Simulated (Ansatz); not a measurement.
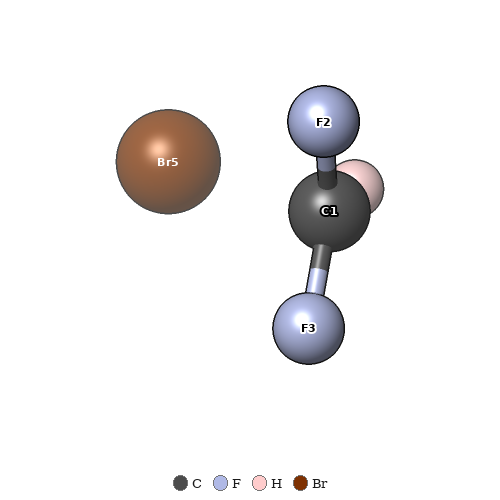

The system is the reacting system CHBrF2 (fragments CF₂ + BrH where the first distance is long, CHBrF₂ where the second is long); the picture shows the reference structure. 
- Coordinates scanned: (1) distance C1–H4 (bond that forms); (2) distance H4–Br5 (bond that breaks).
- Relaxed at each point: all other coordinates.
- Grid: 9 × 9 points.
- Points are written as (first, second).
- All energies are given in kJ/mol relative to a guessed transition structure relaxed with its forming and breaking bonds held.
- Energies and slopes of some neighbouring points disagree (a jump in structure or state, or too coarse a mesh). The reference is spin-restricted, so regions where a bond is pulled apart into radicals lie too high.
- Computed with RKS r2SCAN-D4/def2-SVP (Ansatz).

Its coordinates:

```xyz
5

C     0.1454   -0.3151   -0.2876
F     1.4196   -0.4061   -0.1326
F    -0.4754   -1.4042    0.0029
H    -0.3831    0.6347   -0.6824
Br   -0.7066    1.4908    1.0996
```

Range: distance C1–H4 (bond that forms) from 0.963 to 2.163 Å; distance H4–Br5 (bond that breaks) from 1.359 to 3.159 Å.

Predict the map.

Answer. The lowest grid point is at (1.175 Å, 2.615 Å), −153 kJ/mol from a guessed transition structure relaxed with its forming and breaking bonds held. The highest grid point, (0.963 Å, 1.359 Å), lies 483 kJ/mol above the lowest.

| second ↓, first → | 0.963 | 1.052 | 1.175 | 1.315 | 1.468 | 1.630 | 1.801 | 1.979 | 2.163 |
| --- | --- | --- | --- | --- | --- | --- | --- | --- | --- |
| 3.159 | −1 | −55 | −75 | −59 | −19 | 33 | 91 | 150 | 206 |
| 2.882 | −63 | −114 | −128 | −101 | −47 | 20 | 91 | 161 | 224 |
| 2.615 | −109 | −152 | −153 | −111 | −43 | 36 | 116 | 191 | 260 |
| 2.359 | −119 | −152 | −140 | −87 | −10 | 76 | 161 | 240 | 310 |
| 2.116 | −86 | −112 | −93 | −34 | 47 | 134 | 218 | 225 | 244 |
| 1.887 | −12 | −36 | −17 | 39 | 80 | 110 | 135 | 155 | 168 |
| 1.677 | 96 | 65 | 46 | 43 | 53 | 68 | 81 | 92 | 99 |
| 1.493 | 217 | 144 | 90 | 64 | 55 | 54 | 56 | 59 | 60 |
| 1.359 | 330 | 239 | 164 | 118 | 93 | 80 | 73 | 69 | 67 |

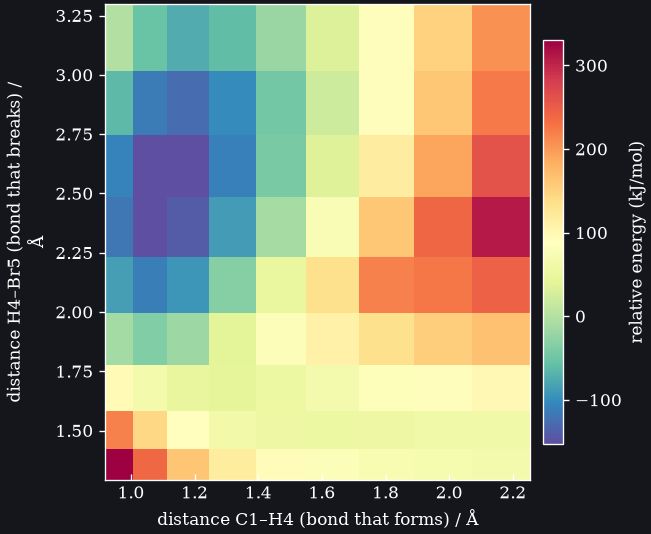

The picture shows one coloured cell a grid point.

The whole map (81 points run) took 20 min on 1 thread of Arm Neoverse V2, with other jobs on the host.
